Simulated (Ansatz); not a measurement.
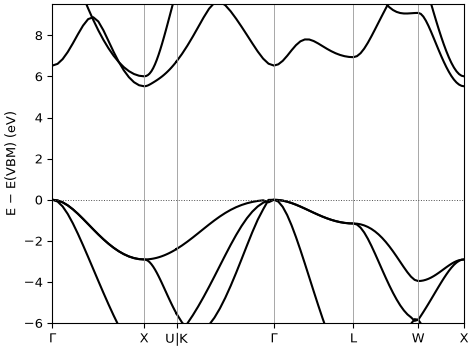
*Band structure from r²SCAN in the plane-wave PAW code Ansatz*

Question: Read off the gap and where the band edges lie.

Answer: About 5.5 eV (5.52 eV by a search for the band edges); maximum at Γ, minimum at X.

The material is AlN (rock salt, Fm-3m).

This is a known high-pressure phase of the composition, computed here at zero pressure and temperature. The cell was relaxed with r²SCAN under the symmetry of its start; its stability against distortions is not shown here.

Potentials: the later of the program's two PAW sets.
